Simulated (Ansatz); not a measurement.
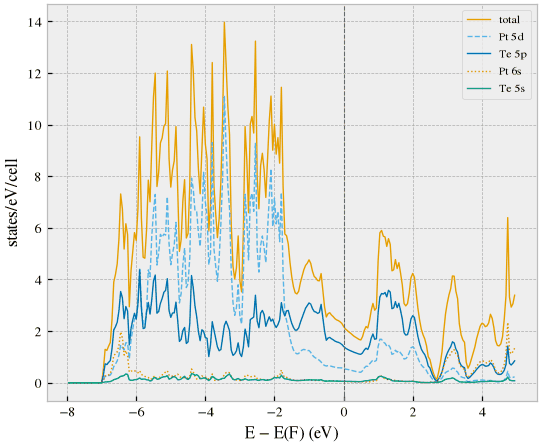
Total and projected density of states of Te4Pt3 in space group R-3m (No. 166; Te on 6c, Te on 6c, Pt on 6c, Pt on 3b), DFT-r²SCAN in the program Ansatz with PAW potentials

**Question.** Which orbitals carry the states next to the Fermi level?

**Answer.** Within 0.5 eV of the Fermi level: Te 5p 65 %, Pt 5d 25 %, outside the projected shells 5 %. Projections are on Löwdin-orthogonalised atomic valence shells; empty p or d shells of many metals are not among them.

**Question.** Where is the tallest occupied peak in this window, and what makes it?

**Answer.** Near -3.4 eV, about 14 states/eV per cell; the largest projected share is Pt 5d.

The workflow started from a Materials Project entry (that database holds measured and hypothetical structures alike); the Crystallography Open Database files this formula in space group No. 166, but the cells were not matched. Its standing as an ambient phase is unchecked. The cell was relaxed with r²SCAN under the symmetry of its start; its stability against distortions is not shown here. No spin polarisation was allowed. A crystal of weakly bound layers computed without a dispersion correction: the cell and the soft elastic constants depend strongly on that. Spin–orbit coupling is left out wherever it is not named.

Potentials: the later of the program's two PAW sets.
